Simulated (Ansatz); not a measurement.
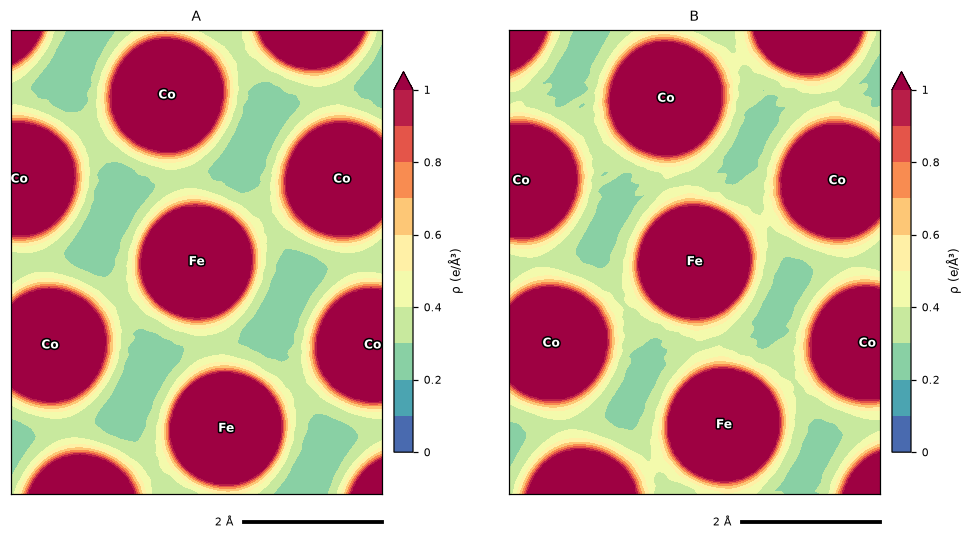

Fe$_{2}$Co$_{3}$. The valence electron density of two cells that differ in size, on the (11̄0) plane of each (indices in the axes of the calculation cell), at one length scale and on one colour scale: A has 11.4 Å³ an atom and B 10.7.

Space group R-3m; a structure generated by program, which may or may not match a known phase; spin-polarised.

Level of theory: DFT PBE, scalar-relativistic, plane waves, PAW (Ansatz 0.2.0).

Core electrons are frozen (PAW), and the valence fields are smoothed inside the atomic spheres.

What does the compression do to the bonding and the properties?

From the larger cell to the smaller, Fe–Fe goes from 2.46 to 2.41 Å, and the density at its midpoint from 0.34 to 0.37 e/Å³; Co–Co goes from 2.45 to 2.40 Å, and the density at its midpoint from 0.35 to 0.38 e/Å³; Fe–Co goes from 2.43 to 2.38 Å, and the density at its midpoint from 0.37 to 0.41 e/Å³; the pressure goes from 0.0 to 14 GPa; the largest moment (Fe) goes from 2.6 to 2.5 μB.
